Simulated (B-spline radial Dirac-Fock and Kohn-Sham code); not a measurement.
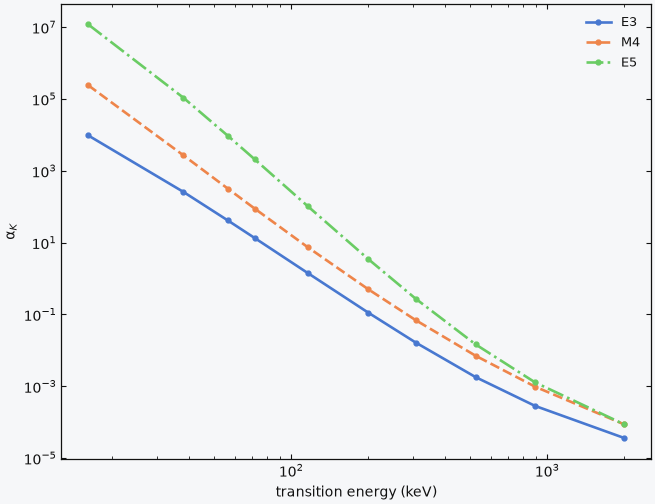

K-shell internal conversion coefficients against transition energy, at the marked points and joined by straight lines (also across edges). Species: scandium (Z = 21). The calculation used a Dirac–Hartree–Slater potential of the neutral atom, no hole, surface-current nucleus (a B-spline radial atomic code).

> Above what energy does an E3 transition emit more photons than K-shell conversion electrons?

Between 116 and 200 keV, where α drops through 1.

> How do the multipoles rank at 525 keV?

E5 (0.0146), M4 (0.00704), E3 (0.00179).
